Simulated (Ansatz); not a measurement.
# [BH4]− (SMILES [BH4-]): B3LYP/3-21G

Aim: the vertical singlet–triplet gap of [BH4]− at B3LYP/3-21G, from 2 runs. 

The calculation is run with Ansatz 0.2.0.

5 further runs of the same task are left out: 4 that didn't finish, 1 set aside as unsound or not needed.

## (1) Starting point

[BH4]− has 5 atoms, charge -1, and is taken as a singlet. SMILES: `[BH4-]`. The coordinates come from a GFN2-xTB relaxation.

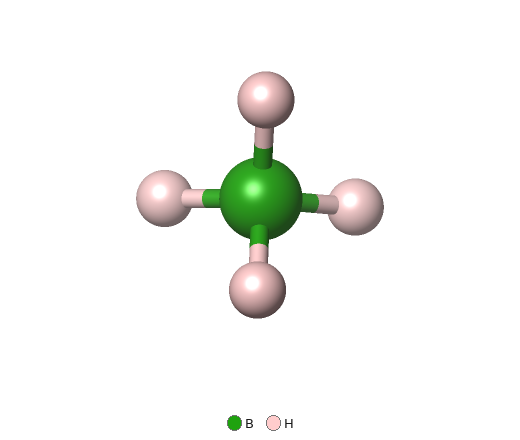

The structure, seen from a chosen angle (boron green, hydrogen pink).

## (2) The energy at B3LYP/3-21G

Input file run.yaml:

```yaml
crystal:
  periodic: [false, false, false]
  atoms:
    - {symbol: B, position_ang: [0.000100, 0.000170, -0.000110]}
    - {symbol: H, position_ang: [0.683660, 0.997010, 0.217690]}
    - {symbol: H, position_ang: [0.726340, -0.988490, -0.067070]}
    - {symbol: H, position_ang: [-0.600410, 0.139700, -1.063360]}
    - {symbol: H, position_ang: [-0.809690, -0.148380, 0.912850]}
basis:
  gaussian: {orbitals: 3-21G.json}
total_charge: -1
hamiltonian: {xc: {name: B3LYP}}
accuracy: high
```

The basis set 3-21G is read from a file made from the Basis Set Exchange's data (not shown).

Command:

```
$ ansatz run run.yaml --threads 1 --pin off --max-ram 2610MiB --events-out events.jsonl --progress --plain --runs-dir runs
```

The program printed:

```text
Warning: RAYON_NUM_THREADS=1 ignored (pool sized by the plan → 1); use --threads N
Functional definition: B3LYP
  name "B3LYP"
  parameter a0 = 0.2
  parameter ax = 0.72
  parameter ac = 0.81
  exchange = (1 - a0 - ax)*slater_x + ax*b88_x + a0*exact_x
  correlation = (1 - ac)*vwn_rpa_c + ac*lyp_c
342 factors; integrals over basis functions are off by at most 3.9e-9 eV
mean field evaluation 1: about -737.2006 eV, gradient 7.2e0 eV
mean field evaluation 2: about -737.2917 eV, gradient 5.2e0 eV
mean field evaluation 4: about -737.3786 eV, gradient 2.0e-2 eV
mean field evaluation 8: about -737.3499 eV, gradient 3.6e-4 eV
mean field -737.34988189 eV, -27.0971083658 hartree, gradient 7.2e-9 eV, S^2 0.000000; 0 other end points of the search recorded, 0 dependent functions left out
reference -737.34990852 eV, -27.0971093443 hartree; 5, 5 occupied and 12, 12 virtual orbitals, 342 factors
Total energy: -737.34990852 eV, -27.0971093443 hartree
```

It took 0.71 s on 1 thread of Intel Xeon Platinum 8259CL at 2.50GHz (Skylake/Cascade Lake), shared host; peak memory 0.1 GiB.

## (3) The triplet at the same level

Input file molecule.yaml:

```yaml
crystal:
  periodic: [false, false, false]
  atoms:
    - {symbol: B, position_ang: [0.000100, 0.000170, -0.000110]}
    - {symbol: H, position_ang: [0.683660, 0.997010, 0.217690]}
    - {symbol: H, position_ang: [0.726340, -0.988490, -0.067070]}
    - {symbol: H, position_ang: [-0.600410, 0.139700, -1.063360]}
    - {symbol: H, position_ang: [-0.809690, -0.148380, 0.912850]}
basis:
  gaussian:
    orbitals: 3-21G.json
total_charge: -1
magnetization:
  spin_polarized: true
  initial_magnetization: 2
hamiltonian:
  xc: {name: B3LYP}
accuracy: high
```

The basis set 3-21G is read from a file made from the Basis Set Exchange's data (not shown).

Command:

```
$ ansatz run molecule.yaml --threads 1 --pin off --max-ram 2610MiB --events-out events.jsonl --progress --plain --runs-dir runs
```

The program printed, cut to the lines that bear on the results:

```text
Warning: RAYON_NUM_THREADS=1 ignored (pool sized by the plan → 1); use --threads N
[... 7 set-up lines as earlier in the session ...]
342 factors; integrals over basis functions are off by at most 3.9e-9 eV
mean field evaluation 1: about -726.8865 eV, gradient 3.3e0 eV
mean field evaluation 2: about -726.9873 eV, gradient 1.4e0 eV
mean field evaluation 4: about -727.0348 eV, gradient 4.0e-1 eV
mean field evaluation 8: about -727.1094 eV, gradient 3.5e-1 eV
mean field evaluation 16: about -727.2274 eV, gradient 4.1e-8 eV
mean field evaluation 32: about -727.2012 eV, gradient 1.1e0 eV
mean field -727.22735185 eV, -26.7251122480 hartree, gradient 1.3e-8 eV, S^2 2.000617; 6 other end points of the search recorded, 0 dependent functions left out
reference -727.22737894 eV, -26.7251132438 hartree; 6, 4 occupied and 11, 13 virtual orbitals, 342 factors
Total energy: -727.22737894 eV, -26.7251132438 hartree
```

Wall time 2 s (1 thread of Intel Xeon Platinum 8259CL at 2.50GHz (Skylake/Cascade Lake), shared host); peak memory 0.12 GiB.

## (4) Outcome

At B3LYP/3-21G:

```
                                        quantity         value
                           singlet: total energy  -27.09711 Eh
                           triplet: total energy  -26.72511 Eh
                                   triplet: ⟨S²⟩         2.001
vertical energy of the triplet above the singlet     10.123 eV
```

**Reading.** At this shape the triplet lies 10.12 eV (233 kcal/mol) above the singlet. For an anion a state so high probably lies above electron detachment.
